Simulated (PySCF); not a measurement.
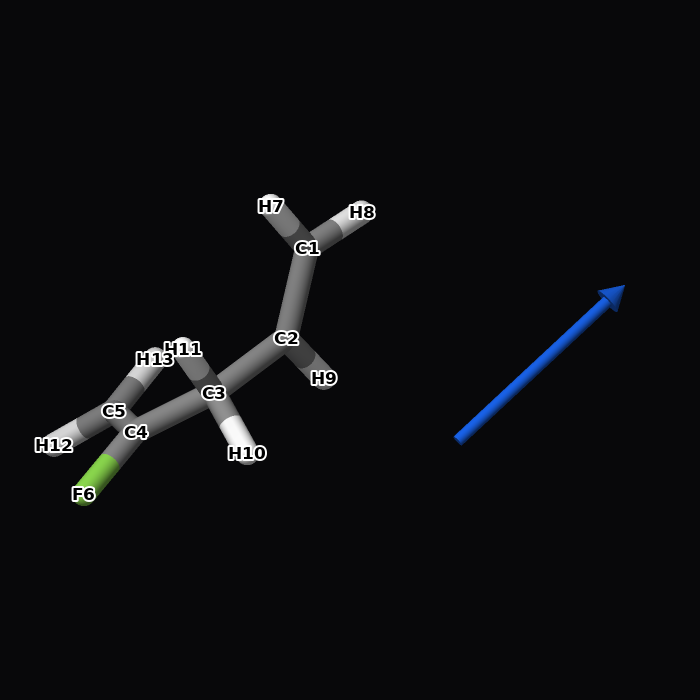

The arrow beside the molecule shows the direction of the dipole moment, from the negative to the positive end (its length means nothing). Computed geometry: PBE0-D3(BJ)/def2-SVP optimisation. No frequency run is at hand to confirm it as a minimum. Method: PBE0/pcSseg-0, gas phase (PySCF 2.14.0).

How large is the dipole moment?

Answer. 1.65 D; it points from the side of F6 to the side of H8 (the outermost atoms at the two ends).
